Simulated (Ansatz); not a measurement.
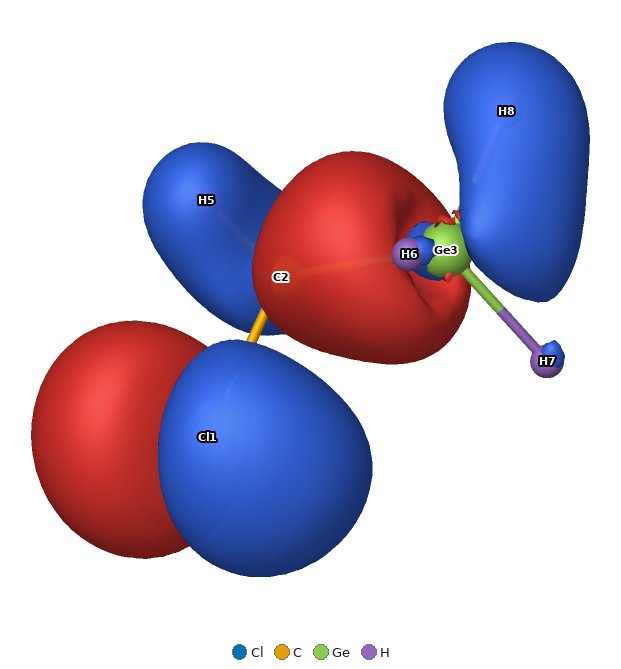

CH$_{5}$ClGe. The HOMO at ±0.08 Å⁻³ᐟ² (red and blue are the two phases), seen at an oblique angle.

Geometry: PBE0-D4/def2-TZVP.

These are results of Ansatz 0.2.0, RKS PBE0-D4/def2-TZVPP, not measurements.

Input file:

```
crystal:
  periodic: [false, false, false]
  atoms:
    - {symbol: Cl, position_ang: [-2.198883, 0.330563, -0.379985]}
    - {symbol: C, position_ang: [-0.463809, 0.419203, -0.772490]}
    - {symbol: Ge, position_ang: [0.612070, -0.391004, 0.660306]}
    - {symbol: H, position_ang: [-0.312531, -0.100940, -1.717317]}
    - {symbol: H, position_ang: [-0.209398, 1.469641, -0.906612]}
    - {symbol: H, position_ang: [0.357079, 0.371364, 1.966755]}
    - {symbol: H, position_ang: [0.207443, -1.862423, 0.815885]}
    - {symbol: H, position_ang: [2.100230, -0.293501, 0.277659]}
basis:
  gaussian: {orbitals: def2-TZVPP}
hamiltonian: {xc: pbe0, dispersion: d4}
output: {orbitals: {seedname: orbitals}}
```

Command:

```sh
ansatz run in.yaml --threads 2 --pin off --events-out ev --progress --plain --max-ram 4352MiB
```

**What is the character of this orbital?**

By Hirshfeld shares it lies mainly on Cl1 (about 60 %), C2 (about 15 %) and Ge3 (about 15 %). Its energy is −7.99 eV.
